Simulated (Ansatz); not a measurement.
CHBCu (SMILES B=[C+][Cu]) (charge +1, triplet)

Input file:

```
crystal:
  periodic: [false, false, false]
  atoms:
    - {symbol: C, position_ang: [0.000000, 0.000000, -0.545098]}
    - {symbol: B, position_ang: [0.000000, 0.000000, 0.878951]}
    - {symbol: Cu, position_ang: [0.000000, 0.000000, -2.380663]}
    - {symbol: H, position_ang: [0.000000, 0.000000, 2.046810]}
basis:
  gaussian: {orbitals: def2-TZVPD}
total_charge: 1
magnetization: {spin_polarized: true, initial_magnetization: 2}
hamiltonian: {xc: pbe0}
output: {forces: true, orbitals: {seedname: orbitals}}
```

Run with:

```sh
ansatz run input.yaml --threads 2 --pin off --max-ram 4350MiB --events-out events.jsonl --progress --plain --runs-dir runs
```

Geometry: B3LYP-D4/def2-TZVP.

Computed with isolated molecule in a Gaussian basis; Kohn-Sham density functional theory, functional PBE0 (Ansatz).

Question: Predict the electron density, electron localisation function and spin density between the atoms.

Answer: C–B (1.42 Å): ρ is about 1.9 e/Å³ halfway; the ELF peaks at about 0.95 between the atoms (a covalent bond).
C–Cu (1.84 Å): the density is about 0.92 e/Å³ at the midpoint; the ELF peaks at about 0.90 in the valence shell of C, 0.6 Å from its nucleus, and is about 0.30 at the midpoint.
B–H (1.17 Å): ρ is about 1.4 e/Å³ halfway; the ELF climbs to about 1 towards the hydrogen, as it does in any bond to H; a covalent bond by its length.
The unpaired spin (2 electrons) lies mostly on C1 (about 1.1), B2 (about 0.6) and Cu3 (about 0.2), in electrons by Hirshfeld's partition.

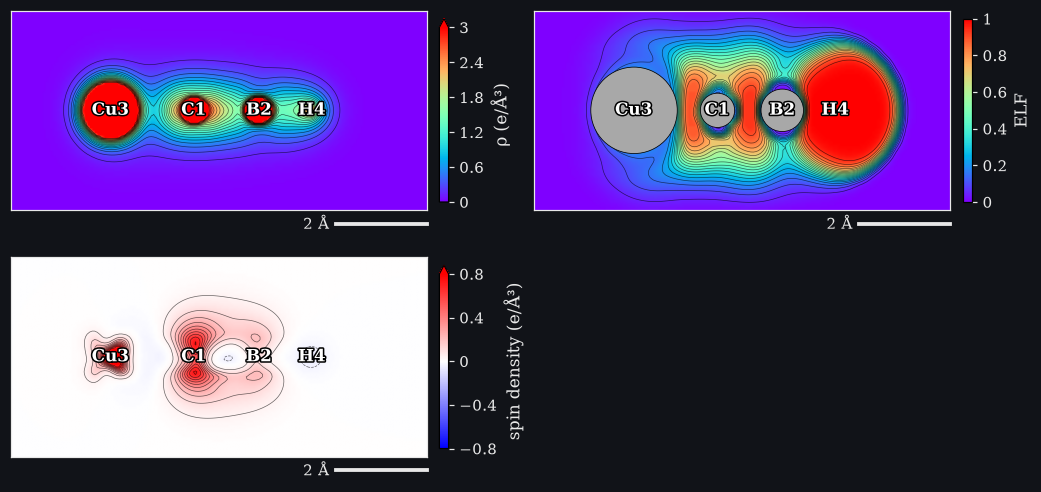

Computed electron density, electron localisation function and spin density on a plane that holds the molecular axis, in this order. Grey discs cover the atomic cores in the ELF map. 
